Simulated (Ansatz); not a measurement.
The starting structures come from a database of crystals and need not be the phases stable at ambient conditions.

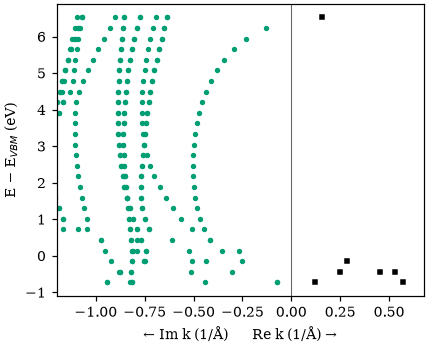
Figure. Complex bands at the centre of the two-dimensional zone; r2SCAN (Ansatz, a program for electronic structure)

The gap is the functional's own. No spin-orbit coupling. Mid-gap values are interpolated on the energy grid.

Task: This is SiO₂ (P4_32_12, not sure to be the ambient phase, 12 atoms a cell, 14.2 Å³ an atom) along the normal of (100). Read off the slowest decay at the centre of the two-dimensional zone at 3.04 eV, the computed energy nearest the middle of the gap.

Result: κ ≈ 0.50 1/Å, a decay length 1/(2κ) of the density of 1.0 Å.
